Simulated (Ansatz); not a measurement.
## Converging the plane-wave cutoff: Ga (Cm, 4 atoms in the cell)

```
CELL_PARAMETERS angstrom
      2.24870    -3.81085     0.00000
      2.24870     3.81085     0.00000
      0.00000     0.00000     4.50735
ATOMIC_POSITIONS crystal
  Ga 0.15490 0.84510 0.93009
  Ga 0.34510 0.65490 0.41900
  Ga 0.65490 0.34510 0.58100
  Ga 0.84510 0.15490 0.08100
```

Method: PBEsol, default PAW files made with PBE (plane waves; Ansatz, a program for electronic structure).

Base settings: basis.ecutwfc = 420 eV; kpoints.mp_grid.grid = 5 5 3; hamiltonian.xc = pbesol; hamiltonian.pseudopotentials = {kind: paw} (the program's default PAW files); scf.occupations.method = gaussian; scf.occupations.width = 0.1 eV.

The second cell is the first with its lattice scaled by 0.98.

The mesh stays at the base's, so the ladder's end is converged at best in this setting alone.

The first pressure column holds Ansatz's estimate of the finite-basis (Pulay) stress, which hides part of the cutoff error; the other is without it.

Only quantities that move along the ladder and can be compared are tabulated.

The count of work is k-points × plane waves × bands × iterations; it is no time. 

The starting cell has typed, rounded lattice constants, without a prior relaxation at this level. Its lattice was rescaled by up to half a per cent. One atom was moved a little off its site on purpose.

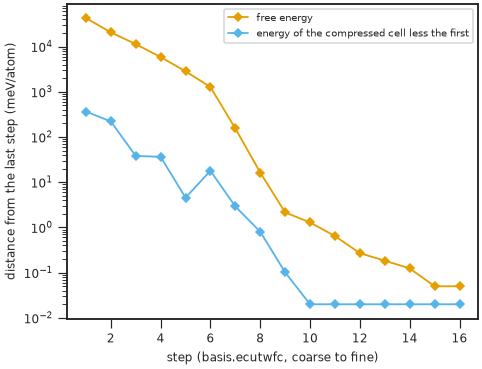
Distance from the last step along the ladder; very small values are drawn at a floor.

| basis.ecutwfc | free energy less the last step's (meV/atom) | energy of the compressed cell less the first (meV/atom) | pressure (GPa) | pressure without the Pulay estimate (GPa) | largest difference of a force vector from the last step's (eV/Å) | count of work / last |
|---|---|---|---|---|---|---|
| 145 eV | 42759.35 | 373.62 | -1.66 | -1000.68 | 1.335 | 0.064 |
| 170 eV | 20685.46 | 229.43 | -5.90 | -577.36 | 0.846 | 0.10 |
| 190 eV | 11340.78 | -30.16 | 0.97 | -377.32 | 0.403 | 0.089 |
| 210 eV | 5875.35 | -28.48 | -1.91 | -236.67 | 0.157 | 0.095 |
| 230 eV | 2845.63 | 12.57 | -0.69 | -137.97 | 0.173 | 0.11 |
| 250 eV | 1277.16 | 25.91 | 0.64 | -73.93 | 0.084 | 0.10 |
| 295 eV | 154.41 | 10.93 | -0.35 | -13.45 | 0.035 | 0.18 |
| 335 eV | 16.36 | 8.82 | -0.71 | -2.48 | 0.003 | 0.19 |
| 380 eV | 2.15 | 8.11 | -0.79 | -0.88 | 0.001 | 0.26 |
| 420 eV | 1.29 | 8.01 | -0.79 | -0.83 | 0.000 | 0.31 |
| 460 eV | 0.65 | 8.01 | -0.79 | -0.83 | 0.000 | 0.30 |
| 505 eV | 0.27 | 8.01 | -0.79 | -0.80 | 0.000 | 0.35 |
| 565 eV | 0.18 | 8.02 | -0.79 | -0.79 | 0.000 | 0.42 |
| 630 eV | 0.12 | 8.01 | -0.79 | -0.80 | 0.000 | 0.48 |
| 735 eV | 0.03 | 8.01 | -0.79 | -0.79 | 0.000 | 0.61 |
| 840 eV | 0.01 | 8.01 | -0.79 | -0.79 | 0.000 | 0.75 |
| 1010 eV | 0.00 | 8.01 | -0.79 | -0.79 | 0.000 | 1.0 |

Coarsest basis.ecutwfc that holds the energy of the compressed cell less the first within 0.5 meV/atom of the last step, with all finer ones: 380 eV, at 0.26 of the last step's count of work; the step before is off by 0.80 meV/atom.

Coarsest basis.ecutwfc that holds the free energy within 2 meV/atom of the last step, with all finer ones: 420 eV, at 0.31 of the last step's count of work; the step before is off by 2.2 meV/atom.

Coarsest basis.ecutwfc that holds the pressure within 1 GPa of the last step, with all finer ones: 295 eV, at 0.18 of the last step's count of work; the step before is off by 1.4 GPa.

The energy difference between the two cells stays within 1 meV/atom of the last step's from 335 eV on, the total only from 460 eV on: much of the error is common to both cells and cancels.

At the lowest cutoff the pressure without the Pulay estimate lies 1000 GPa under the last step's, the usual sign of Pulay stress in an incomplete plane-wave basis.

Keys are those of Ansatz 0.2.
